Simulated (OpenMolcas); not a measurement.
Excited-state calculation of CH5As

System: CH5As, SMILES [H][As]([H])C.
Method: CASPT2/ANO-RCC-VDZ, DKH2 (OpenMolcas 26.06).

The run did not end well. The geometry comes from this level: GFN2-xTB.

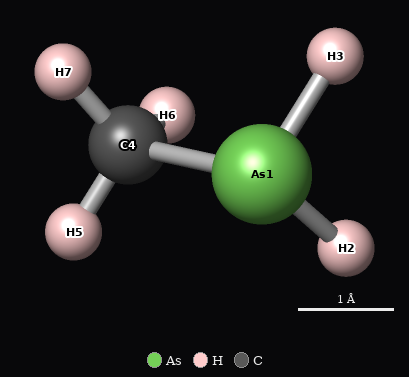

Figure 1. The structure (ball-and-stick view, seen at a tilt; atoms are numbered from 1 in the order of the input).

### The input
```
&GATEWAY
  Coord=struct.xyz
  Basis=ANO-RCC-VDZ
  Group=NoSym

&SEWARD

&RASSCF
  FileOrb=$CurrDir/step2.RasOrb
  Spin=1
  Nactel=2 0 0
  Inactive=21
  Ras2=2
  CIRoot=2 2 1
  OrbListing=Nothing

&CASPT2
  Multistate=all
```

### File struct.xyz
```
7

As     0.470100     0.789770     0.905630
H      1.694920     0.846210     0.038200
H     -0.135210     1.890010     0.080990
C     -0.382110    -0.666070    -0.119610
H      0.107030    -1.610710     0.117350
H     -0.325250    -0.500170    -1.193270
H     -1.429490    -0.749050     0.170720
```

Hardware: 1 thread of Arm Neoverse V1, 24 GiB of memory available, shared host.

Launch command:
```bash
export MOLCAS_MEM=2
pymolcas step19.input > step19.log
```

### Log
```
--- Start Module: gateway ---

                                              &GATEWAY

                       available to each process: 2.0 MB of memory, 1 thread

---------------------------------------------------------------------------------------------
  Nr.	 Label		Type		Offset		Length	   Atime	  Address
---------------------------------------------------------------------------------------------
  1	FILETABL    	CHAR	-86033495671560	       26929           5	[0xaaaacf859060]
  2	DBSC        	CHAR	    -273584984	     1456001          58	[0xf8e9fb29c010]
---------------------------------------------------------------------------------------------
Maximal available memory for Molcas = 517070
 ?mma_allo_?D: error: out-of-memory
 label: Shells
  available (kB):          517
  required  (kB):          792

--- Stop Module: gateway /rc=-6 ---

.########################.
.# Non-zero return code #.
.########################.

    Timing: Wall=0.04 User=0.03 System=0.02
```

### Outcome

```tsv
quantity	value
outcome	ended with an error
peak memory	0.091 GiB
```

### What went wrong

Some settings of this run were drawn to be unusual or wrong (mem set to 2 (from default)). The run ended with an error.
